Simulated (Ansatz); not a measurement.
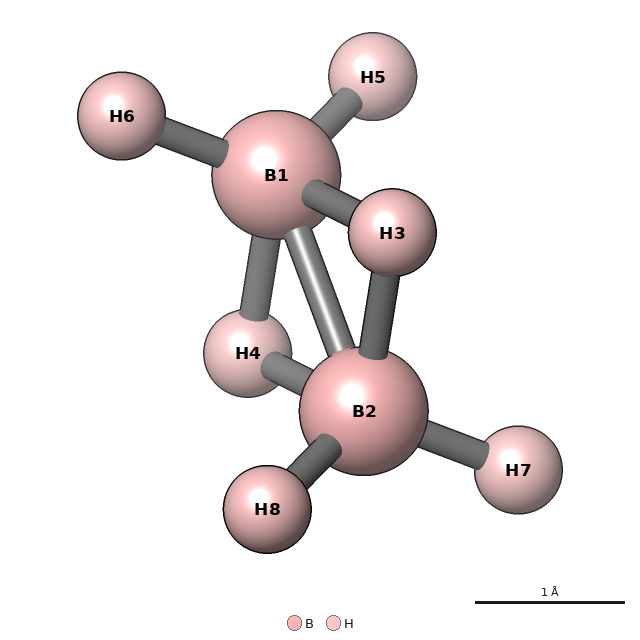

(Drawn from a calculation with Ansatz.)

Orthographic view. Depth is shown by fading: the farther an atom, the more it takes the colour of the background. Geometry: a fixed input geometry, not necessarily a minimum.

Write a Z-matrix (Å, degrees) in the order of the atom numbers, with these reference atoms: 2 to 1; 3 to 2, 1; 4 to 1, 3, 2; 5 to 1, 4, 2; 6 to 1, 5, 4; 7 to 2, 3, 1; 8 to 2, 7, 4.

```
B  
B    1   1.762
H    2   1.328   1    48.4
H    1   1.328   3    96.9   2     0.0
H    1   1.204   4   108.8   2   112.6
H    1   1.204   5   121.8   4  -127.8
H    2   1.204   3   108.8   1   112.6
H    2   1.204   7   121.8   4   127.8
```
